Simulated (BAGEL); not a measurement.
# C3H7Br (2-bromopropane): HF/STO-3G (density fitting with cc-pvqz-jkfit)

Aim: the energy change on altering one bond length of C3H7Br (2-bromopropane) at HF/STO-3G (density fitting with cc-pvqz-jkfit), from 2 runs. 

The results are computed with BAGEL 1.2.2.

5 further runs of the same task are left out: 4 that didn't finish, 1 set aside as unsound or not needed.

## (1) The system as given

C3H7Br: 11 atoms, total charge 0, spin state singlet. As SMILES, `CC(C)Br`. Geometry: relaxed at PBE0-D4/def2-TZVP.

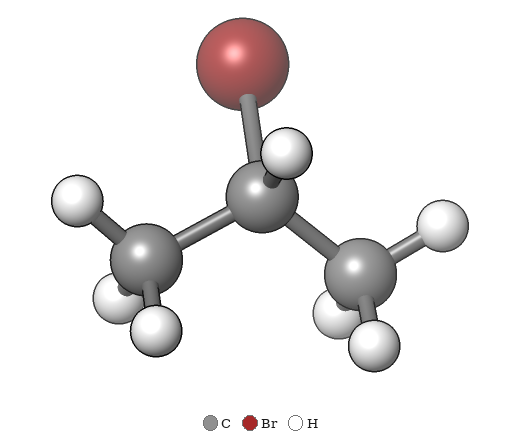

The structure, seen from a chosen angle (carbon grey, bromine red, hydrogen white).

## (2) The energy at HF/STO-3G (density fitting with cc-pvqz-jkfit)

calc.json

```json
{ "bagel": [

{
  "title": "molecule",
  "basis": "sto-3g",
  "df_basis": "cc-pvqz-jkfit",
  "angstrom": "true",
  "geometry": [
    { "atom": "C", "xyz": [      -0.467880,       0.968440,      -0.720130 ] },
    { "atom": "C", "xyz": [       0.001430,      -0.419450,      -0.358960 ] },
    { "atom": "C", "xyz": [       0.637500,      -0.505550,       1.006670 ] },
    { "atom": "Br", "xyz": [      -1.526120,      -1.660140,      -0.440150 ] },
    { "atom": "H", "xyz": [      -0.926490,       0.992780,      -1.708770 ] },
    { "atom": "H", "xyz": [      -1.195250,       1.334270,       0.007460 ] },
    { "atom": "H", "xyz": [       0.388680,       1.650380,      -0.719880 ] },
    { "atom": "H", "xyz": [       0.674760,      -0.809050,      -1.122540 ] },
    { "atom": "H", "xyz": [       1.514080,       0.149720,       1.038330 ] },
    { "atom": "H", "xyz": [      -0.059800,      -0.179980,       1.781310 ] },
    { "atom": "H", "xyz": [       0.959110,      -1.521410,       1.236650 ] }
  ]
},

{ "title": "hf" },

{ "title": "print", "file": "orbitals.molden", "orbitals": "true" }

]}
```

The run is started by

```console
$ BAGEL_NUM_THREADS=1 BAGEL calc.json > calc.out
```

Log:

```text
* using 1 threads per process

  ===============================================================
  ===============================================================

  *** Geometry ***

  { "atom" : "C", "xyz" : [     -0.884165,      1.830086,     -1.360848 ] },
  { "atom" : "C", "xyz" : [      0.002702,     -0.792646,     -0.678336 ] },
  { "atom" : "C", "xyz" : [      1.204700,     -0.955351,      1.902331 ] },
  { "atom" : "Br", "xyz" : [     -2.883949,     -3.137210,     -0.831763 ] },
  { "atom" : "H", "xyz" : [     -1.750812,      1.876082,     -3.229107 ] },
  { "atom" : "H", "xyz" : [     -2.258695,      2.521405,      0.014097 ] },
  { "atom" : "H", "xyz" : [      0.734499,      3.118766,     -1.360376 ] },
  { "atom" : "H", "xyz" : [      1.275112,     -1.528883,     -2.121293 ] },
  { "atom" : "H", "xyz" : [      2.861197,      0.282930,      1.962159 ] },
  { "atom" : "H", "xyz" : [     -0.113006,     -0.340113,      3.366188 ] },
  { "atom" : "H", "xyz" : [      1.812455,     -2.875048,      2.336930 ] },

  Number of auxiliary basis functions:      893

  Since a DF basis is specified, we compute 2- and 3-index integrals:
    o Being stored without compression. Storage requirement is 0.011 GB

  Number of basis functions:       40
  Number of electrons      :       60

    * METHOD: MOLECULE                             1.39

  *** RHF ***

  === Nuclear Repulsion ===
   251.9552152964

      * DIIS with orbital gradients will be used.

  === RHF iteration (sto-3g) ===
      0      -2660.90255048          0.00940839           0.15
      1      -2660.96061058          0.00329512           0.14
      2      -2660.96599033          0.00065782           0.14
      3      -2660.96638916          0.00006879           0.14
      4      -2660.96639263          0.00001981           0.14
      5      -2660.96639295          0.00000251           0.14
      6      -2660.96639296          0.00000038           0.14
      7      -2660.96639296          0.00000005           0.14
      8      -2660.96639296          0.00000001           0.14
      9      -2660.96639296          0.00000000           0.14
    * SCF iteration converged.

    * Permanent dipole moment:
           (   -0.598485,    -0.520378,    -0.061071) a.u.

    * METHOD: HF                                   1.70

    * METHOD: PRINT                                0.01

  ===============================================================
```

Wall time 3.3 s (1 thread of Arm Neoverse N1, shared host); peak memory 0.11 GiB.

## (3) The distorted shape at the same level

hf.json

```json
{ "bagel": [

{
  "title": "molecule",
  "basis": "sto-3g",
  "df_basis": "cc-pvqz-jkfit",
  "angstrom": true,
  "geometry": [
    { "atom": "C", "xyz": [   -1.031054,    2.633914,   -1.153536 ] },
    { "atom": "C", "xyz": [    0.001430,   -0.419450,   -0.358960 ] },
    { "atom": "C", "xyz": [    0.637500,   -0.505550,    1.006670 ] },
    { "atom": "Br", "xyz": [   -1.526120,   -1.660140,   -0.440150 ] },
    { "atom": "H", "xyz": [   -1.489664,    2.658254,   -2.142176 ] },
    { "atom": "H", "xyz": [   -1.758424,    2.999744,   -0.425946 ] },
    { "atom": "H", "xyz": [   -0.174494,    3.315854,   -1.153286 ] },
    { "atom": "H", "xyz": [    0.674760,   -0.809050,   -1.122540 ] },
    { "atom": "H", "xyz": [    1.514080,    0.149720,    1.038330 ] },
    { "atom": "H", "xyz": [   -0.059800,   -0.179980,    1.781310 ] },
    { "atom": "H", "xyz": [    0.959110,   -1.521410,    1.236650 ] }
  ]
},
{ "title": "hf", "charge": 0 },
{ "title": "print", "file": "orbitals.molden", "orbitals": true }

]}
```

The run is started by

```console
$ BAGEL_NUM_THREADS=1 BAGEL hf.json > hf.out
```

Log:

```text
* using 1 threads per process

  ===============================================================
  ===============================================================

  *** Geometry ***

  { "atom" : "C", "xyz" : [     -1.948410,      4.977376,     -2.179867 ] },
  { "atom" : "C", "xyz" : [      0.002702,     -0.792646,     -0.678336 ] },
  { "atom" : "C", "xyz" : [      1.204700,     -0.955351,      1.902331 ] },
  { "atom" : "Br", "xyz" : [     -2.883949,     -3.137210,     -0.831763 ] },
  { "atom" : "H", "xyz" : [     -2.815057,      5.023372,     -4.048126 ] },
  { "atom" : "H", "xyz" : [     -3.322940,      5.668695,     -0.804921 ] },
  { "atom" : "H", "xyz" : [     -0.329746,      6.266056,     -2.179395 ] },
  { "atom" : "H", "xyz" : [      1.275112,     -1.528883,     -2.121293 ] },
  { "atom" : "H", "xyz" : [      2.861197,      0.282930,      1.962159 ] },
  { "atom" : "H", "xyz" : [     -0.113006,     -0.340113,      3.366188 ] },
  { "atom" : "H", "xyz" : [      1.812455,     -2.875048,      2.336930 ] },

  Number of auxiliary basis functions:      893

  Since a DF basis is specified, we compute 2- and 3-index integrals:
    o Being stored without compression. Storage requirement is 0.011 GB

  Number of basis functions:       40
  Number of electrons      :       60

    * METHOD: MOLECULE                             1.40

  *** RHF ***

  === Nuclear Repulsion ===
   217.3843049787

      * DIIS with orbital gradients will be used.

  === RHF iteration (sto-3g) ===
      0      -2660.42658857          0.01686977           0.15
      1      -2660.31274868          0.02246780           0.14
      2      -2660.60465167          0.00186824           0.14
      3      -2660.60714427          0.00071770           0.14
      4      -2660.60743859          0.00028632           0.14
      5      -2660.60748835          0.00010552           0.14
      6      -2660.60749704          0.00002631           0.14
      7      -2660.60749738          0.00000838           0.14
      8      -2660.60749750          0.00000183           0.14
      9      -2660.60749750          0.00000062           0.14
     10      -2660.60749750          0.00000018           0.14
     11      -2660.60749750          0.00000005           0.14
     12      -2660.60749750          0.00000001           0.14
     13      -2660.60749750          0.00000000           0.14
    * SCF iteration converged.

    * Permanent dipole moment:
           (   -0.508677,    -0.517596,    -0.076399) a.u.

    * METHOD: HF                                   2.26

    * METHOD: PRINT                                0.01

  ===============================================================
```

Run time: 3.9 s. Hardware: 1 thread of Arm Neoverse N1, shared host; peak memory 0.11 GiB.

## (4) Outcome

Level: HF/STO-3G (density fitting with cc-pvqz-jkfit).

```
                                                         quantity           value
                                        first shape: total energy  -2660.96639 Eh
                                       first shape: dipole moment          2.02 D
                                         first shape: HOMO energy        -8.09 eV
                                         first shape: LUMO energy         9.33 eV
                                       first shape: HOMO–LUMO gap        17.42 eV
                                    distorted shape: total energy  -2660.60750 Eh
                                   distorted shape: dipole moment          1.85 D
                                     distorted shape: HOMO energy        -4.53 eV
                                     distorted shape: LUMO energy         1.34 eV
                                   distorted shape: HOMO–LUMO gap         5.87 eV
energy change with the C1–C2 bond stretched from 1.509 to 3.320 Å        9.766 eV
```

**Reading.** One bond (distorted shape) is far stretched, which a spin-restricted single reference describes badly; a broken-symmetry solution may lie lower. With the C1–C2 bond stretched from 1.509 to 3.320 Å the energy rises by 9.77 eV (942 kJ/mol). The first shape isn't relaxed at this level, so the change isn't measured from a minimum. A restricted reference can't describe the breaking bond well at this length. The minimal basis adds a large error of its own.
